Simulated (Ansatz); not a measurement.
# BH3O2···H···Cl: what the fields show

```xyz
8

B    -0.0628   -0.1955   -0.1336
H     1.2144   -0.6517   -0.1049
O    -0.3484    0.6489   -1.1600
O    -0.8357   -1.2391    0.2425
H     1.1731   -0.0486    0.6362
Cl    0.5035    1.0964    1.6104
H     0.1207    1.4854   -1.1328
H    -1.7648   -1.0959    0.0422
```

A transition-state structure; geometry: PBE0-D4/def2-TZVP.

Level of theory: RKS PBE0-D4/def2-TZVPP (Ansatz).

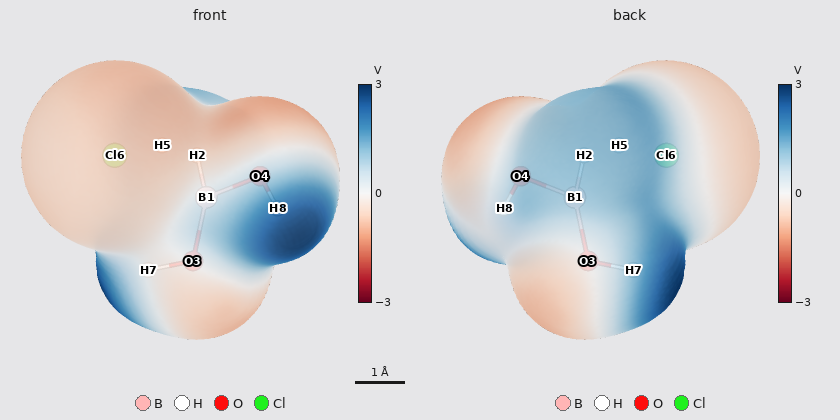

Figure 1. The molecular electrostatic potential painted on the density surface at 0.002 e/bohr³, seen from the front and from behind; the colour scale runs from red (negative) to blue (positive).

Question: Where is the surface potential most negative and most positive?

Answer: The most negative region (about −1.1 V, or −25 kcal/mol for a unit charge) lies over O4, the most positive (about +2.9 V, or +67 kcal/mol for a unit charge) over H7 and H8. O4 is the likeliest acceptor of a hydrogen bond.

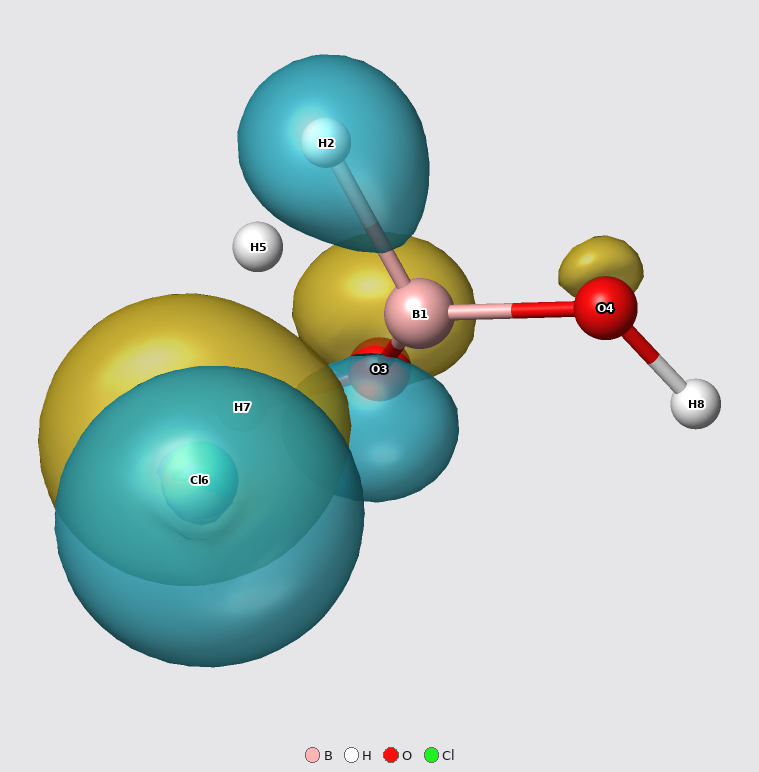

Figure 2. The HOMO−1 at ±0.15 Å⁻³ᐟ² (yellow and cyan are the two phases), seen from one side.

Question: Describe this orbital and give its energy.

Answer: By Hirshfeld shares it lies mainly on Cl6 (about 70 %), O3 (about 15 %) and H2 (about 5 %); largely a lone pair of Cl6. Its energy is −8.71 eV.

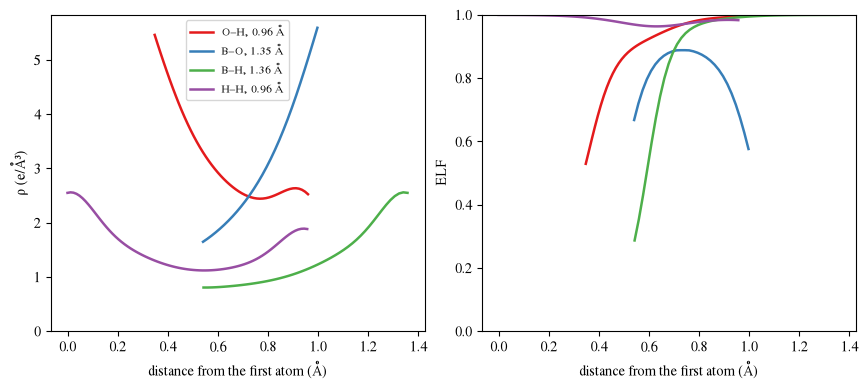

Figure 3. Electron density and ELF along straight lines between neighbouring atoms. The curves leave out the atomic cores.

Question: Compare the contacts.

Answer: O–H (0.96 Å): ρ at the midpoint is about 3.8 e/Å³; the ELF climbs to about 1 towards the hydrogen, as it does in any bond to H; a covalent bond by its length.
B–O (1.35 Å): ρ at the midpoint is about 2.2 e/Å³; the ELF peaks at about 0.90 between the atoms, as expected for a polar covalent bond.
B–H (1.36 Å): the density is about 0.84 e/Å³ at the midpoint; the ELF climbs to about 1 towards the hydrogen.
H2···H5 (0.96 Å): the density falls to about 1.1 e/Å³ on the way; the ELF is about 1 at the midpoint.

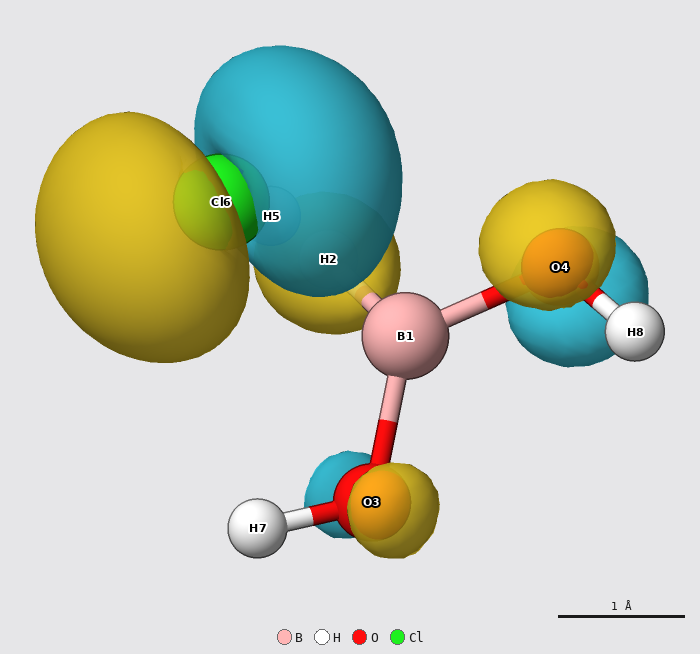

Figure 4. The HOMO at ±0.15 Å⁻³ᐟ² (yellow and cyan are the two phases), seen across its widest extent.

Question: Where does this orbital lie, and at what energy?

Answer: By Hirshfeld shares it lies mainly on Cl6 (about 70 %) and O4 (about 10 %); largely a lone pair of Cl6. Its energy is −8.66 eV.
